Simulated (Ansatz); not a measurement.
Breaking the Pb1–Cl3 bond in ClHPb (SMILES [Cl][PbH]) (multiplicity 1 held, fragments rigid). Energies count from the point at 2.493 Å.
Geometry at that point (charge 0, multiplicity 1):
```csv
atom,x (Å),y (Å),z (Å)
Pb,-0.2182,-0.2125,0.2936
H,-1.3777,-0.8869,-0.9989
Cl,1.1333,1.0773,-1.3574
```

Restricted levels (R-, RO-) in cc, def2 and unpolarised 6-31G sets keep to the state of the molecule at rest. U- levels take the lowest unrestricted solution at each point, which mixes spins at long bonds. Curves can end on different states.

Cores are frozen in the correlated methods. Filled d and f shells under p-block atoms count as core.

Programs: Ansatz (Gaussian orbitals). Values without a source in brackets are computed. In def2 rows elements past Kr take small-core potentials, without spin–orbit coupling.

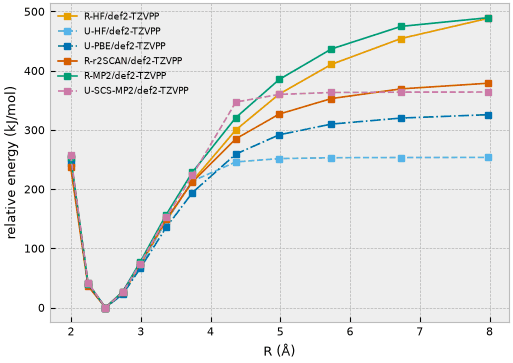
*Relative energy along the coordinate*

Problem. Read off the U-HF/def2-TZVPP curve at R = 6.732.

Solution. about 250 kJ/mol

Doubts at one or more of the structures used: a restricted determinant that unrestricted orbitals would lower (R-HF/def2-TZVPP, R-r2SCAN/def2-TZVPP, R-MP2/def2-TZVPP); a spin-contaminated determinant (U-HF/def2-TZVPP, U-PBE/def2-TZVPP, U-SCS-MP2/def2-TZVPP).

Ansatz is a quantum-chemistry and plane-wave program.
